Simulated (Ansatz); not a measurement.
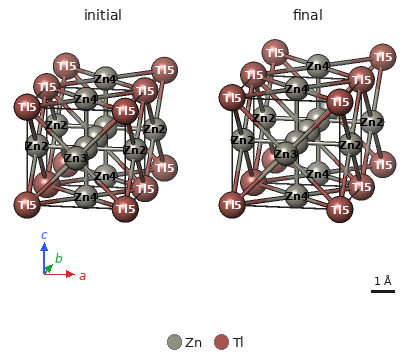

The structure of crystalline TlZn₄ (a generated structure, set up in Pm-3m) (coarse preliminary run) before (left) and after (right) a relaxation, at one scale.

Style: ball-and-stick. Shown: the cell of the calculation, repeated 1 × 2 × 1 with one cell outlined, slightly off an axis.

These are results of DFT PBE, scalar-relativistic, plane waves, PAW in Ansatz, not measurements.

Input
```yaml
crystal:
  lattice:
    - [4.39475506, 0.0, 0.0]
    - [0.0, 4.39475506, 0.0]
    - [0.0, 0.0, 4.39475506]
  atoms:
    - { symbol: Zn, position: [0.5, 0.5, 0.5] }
    - { symbol: Zn, position: [0.0, 0.5, 0.5] }
    - { symbol: Zn, position: [0.5, 0.0, 0.5] }
    - { symbol: Zn, position: [0.5, 0.5, 0.0] }
    - { symbol: Tl, position: [0.0, 0.0, 0.0] }
basis:
  ecutwfc: 420
kpoints:
  mp_grid: { grid: [4, 4, 4] }
hamiltonian:
  xc: pbe
scf:
  occupations: { method: gaussian, width: 0.1 }
  lower_state_search: "off"
output:
  forces: true
  stress: true
  eigenvalues: true
relax:
  adjacent_minimum: "off"
  f_tol: 0.04
  max_steps: 70
  cell: { stress_tol: 0.4 }
```

Run as
```bash
ansatz run input.yaml --threads 1 --pin off --max-ram 2048MiB --backend cpu --events-out ev --progress --plain --runs-dir out
```

### What changed between the two?

The atoms keep their places relative to the cell (all moves are under 0.005 Å). The volume changes by +32.1 %, with a = b = c 4.395 → 4.822 Å (+9.7 %). Some distances before and after: Zn2–Tl5 3.108 → 3.410 Å, Zn1–Zn2 2.197 → 2.411 Å. The space group stays Pm-3m (No. 221). Over 4 accepted moves (6 points after the start) the energy falls by 259 meV per atom. All forces vanish by symmetry, so only the cell relaxes. Pressure: 20.41 GPa at the start and 0.07 GPa at the end. The SCF was repeated twice at an unchanged geometry on a basis and grid sized afresh for the cell, which shifted the energy by 5.3 meV per atom at most.
